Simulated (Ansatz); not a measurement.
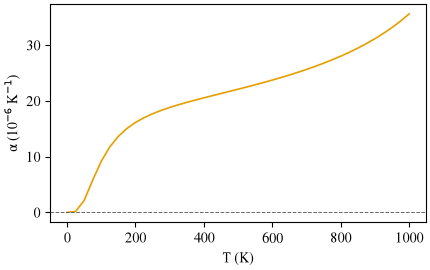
Figure: Linear thermal expansion of MgS in the rock salt structure from the quasi-harmonic free energy, PBE density-functional theory in Ansatz (plane waves, PAW)

**Question.** Read off α at 800 K, and say whether it is negative anywhere.

**Answer.** About 28 × 10⁻⁶ K⁻¹. It is not negative in the range shown.

Ansatz is a program for electronic structure.
